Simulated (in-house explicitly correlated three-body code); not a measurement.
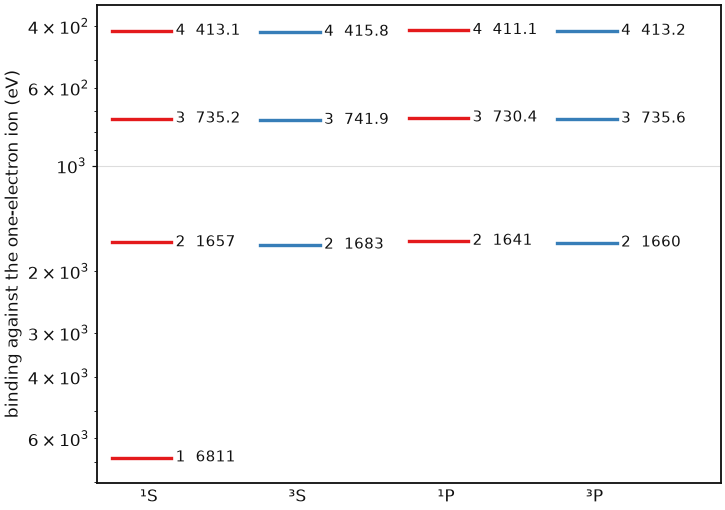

Two electrons around a point charge of unknown size. Computed variationally in 260 exponentially correlated functions with an in-house code, non-relativistic, converged to about 10⁻⁸ of the energy. The plot shows the bound S and P states that converged, by term and principal number n, on a logarithmic scale of binding.

### What is the nuclear charge?

Z = 23 (vanadium). The outer electron of the excited states sees a charge of Z − 1, so they are bound by about 13.6 (Z − 1)²/n² eV. The ground state is bound by 6811 eV. The n = 2 states drawn run, from the deepest, 2 ³S (1683 eV), 2 ³P (1660 eV), 2 ¹S (1657 eV), 2 ¹P (1641 eV). Exchange puts 2 ³S below 2 ¹S by 25.7 eV and 2 ³P below 2 ¹P by 19.1 eV. Quantum defects n − (Z − 1)/√(2 E(binding)): 2 ³S 0.022, 2 ³P 0.008, 2 ¹S 0.007, 2 ¹P −0.003.
